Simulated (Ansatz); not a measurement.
The figure comes from a scan of AlN (wurtzite): a phonon pattern at M = (0.5, 0.0, 0.0) is frozen into a 8-atom cell, Q being the largest atomic displacement. These are PBE (plane waves to 420 eV, PAW, scalar-relativistic; Ansatz, a first-principles code) values and carry that method's errors. k mesh 6×12×7 (Γ-centred), Fermi-Dirac smearing 0.05 eV. AlN was relaxed with its symmetry unable to fall. 

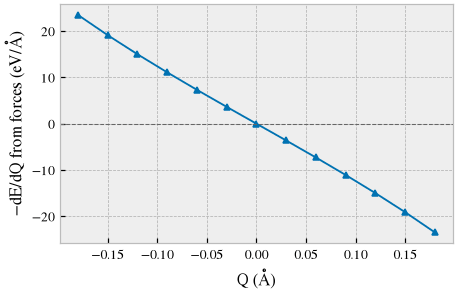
Figure. −dE/dQ from forces (eV/Å) against Q (Å); computed points joined by lines.

Problem. List the plotted points as numbers.

Solution. To the nearest 1:

```csv
Q (Å),−dE/dQ from forces (eV/Å)
-0.180,24
-0.150,19
-0.120,15
-0.090,11
-0.060,7
-0.030,4
0.000,0
0.030,-4
0.060,-7
0.090,-11
0.120,-15
0.150,-19
0.180,-24
```

(A displaced cell: forces are minus the slopes of the energy, force constants its curvatures, and phonons follow from these.)
